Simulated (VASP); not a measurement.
Here is the system:

```yaml
crystal:
  lattice:
    - [1.74467, -3.02185, 0.00000]
    - [1.74467, 3.02185, 0.00000]
    - [0.00000, 0.00000, 5.59011]
  atoms:
    - { symbol: Tl, position: [0.33333, 0.66667, 0.25000] }
    - { symbol: Tl, position: [0.66667, 0.33333, 0.75000] }
```

Computed with PBE GGA with D4 dispersion, VASP's PBE PAW potentials (set 64) (plane waves; VASP 6.6.1). Numerical set-up: 520 eV cut-off, 13×13×8 Γ-centred mesh, tetrahedra with Blöchl corrections, potentials Tl_d.

Unless said otherwise, spin-orbit coupling is left out, though it shifts the bands of the heavy elements here.

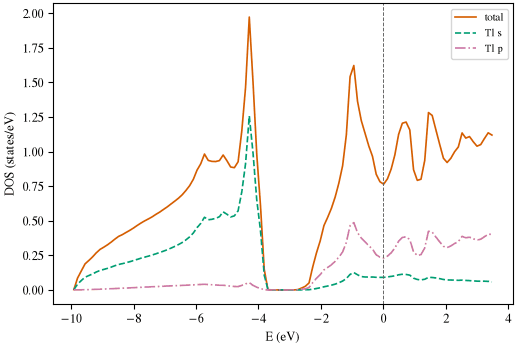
Figure. Total and projected density of states, zero at the Fermi level

Within 2 eV below the Fermi level the largest weight inside VASP's projection spheres is Tl p, then Tl s.

It has no gap at this level: it comes out as a metal or semimetal.

The compound is Tl in the hcp structure. It was relaxed first.
